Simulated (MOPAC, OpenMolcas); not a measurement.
## How methods differ on SiNH4F (SMILES N[SiH2]F)

The species is SiNH4F (7 atoms), meant as a singlet with charge 0. SMILES: `N[SiH2]F`. The shape is that of a PBE0-D4/def2-TZVP optimisation. This is one conformer, not always the lowest.

Quantity: the HOMO–LUMO gap, in eV. The values are calculated.

```tsv
level	kind	program	value (eV)
MNDO	semi-empirical	MOPAC	12.58
HF/aug-cc-pVDZ	Hartree–Fock	OpenMolcas	12.71
SVWN5/aug-cc-pVDZ	LDA	OpenMolcas	5.95
BLYP/aug-cc-pVDZ	GGA	OpenMolcas	5.68
M06-L/aug-cc-pVDZ	meta-GGA	OpenMolcas	6.49
B3LYP/aug-cc-pVDZ	global hybrid	OpenMolcas	7.35
BHLYP/aug-cc-pVDZ	global hybrid	OpenMolcas	9.59
B2PLYP/aug-cc-pVDZ	double hybrid	OpenMolcas	9.68
```

The values span 5.68 to 12.71 eV. Orbital gaps aren't excitation energies, and those of double hybrids come from the SCF part alone; they tend to grow with the share of exact exchange.

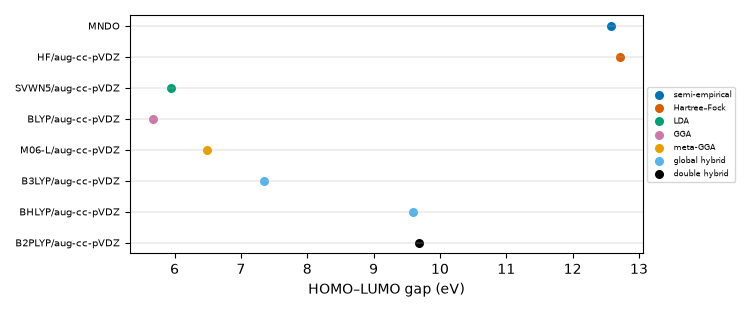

The values of the table, level by level.
